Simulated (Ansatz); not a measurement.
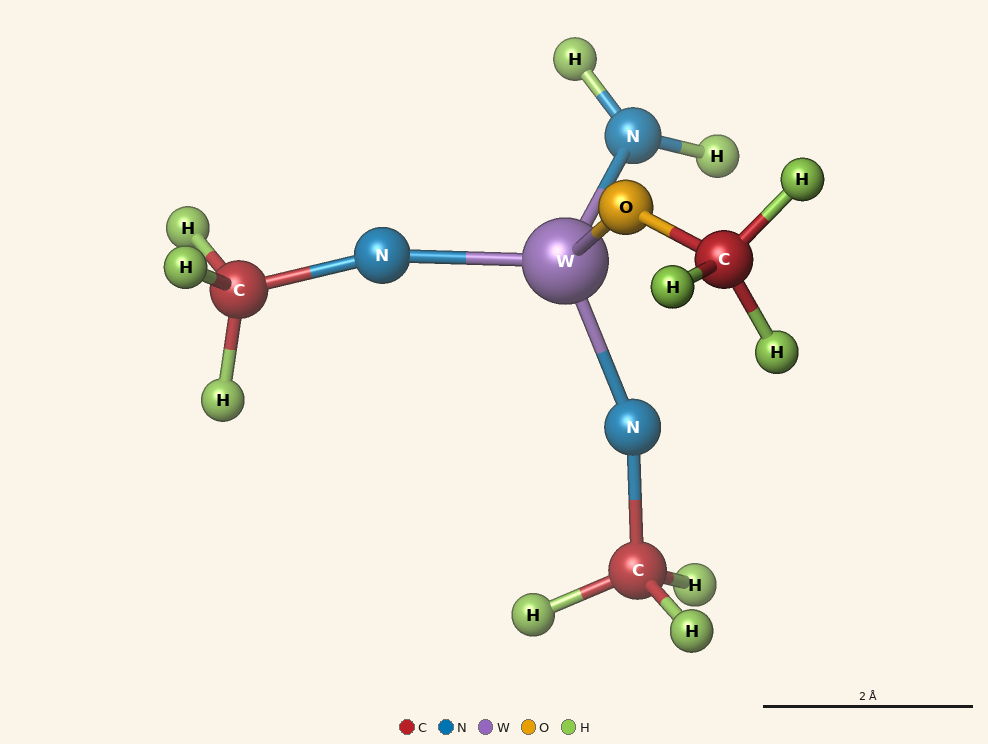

Depth is shown by fading: the farther an atom, the more it takes the colour of the background. The species is neutral and a spin singlet. Computed geometry: PBE0-D4/def2-TZVP optimisation. No frequency run is at hand to confirm it as a minimum. Masses are those of the most abundant isotopes; constants are for the rigid equilibrium geometry.

Question: What kind of rotor is it, and what are its rotational constants in MHz?

Answer: An asymmetric top (C1): A = 1374, B = 1132, C = 961 MHz. Ray's parameter κ is −0.17, midway between the limits.
